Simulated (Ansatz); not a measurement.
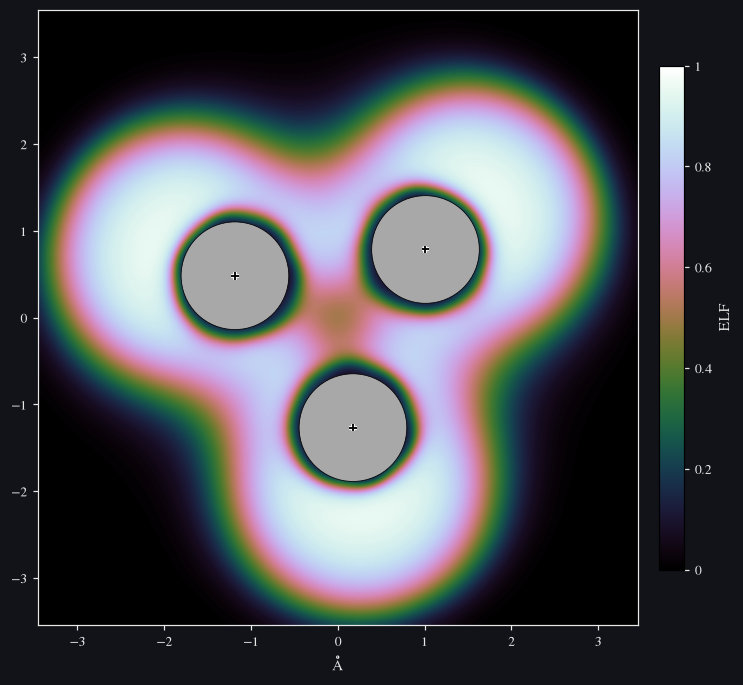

The ELF on a plane through atoms (crosses mark nuclei in the plane; grey discs cover the cores).

Theory: Ansatz, RKS PBE0-D4/def2-TZVP.

Candidates:
A. AsP3
B. Nb2O
C. Cl2H2N2W

> Which candidate gave the map?

Candidate A: AsP3 on the plane of atoms P1, P3 and P2, which holds P. P–P (2.22 Å): the ELF peaks at about 0.75 between the atoms, as expected for a covalent bond.
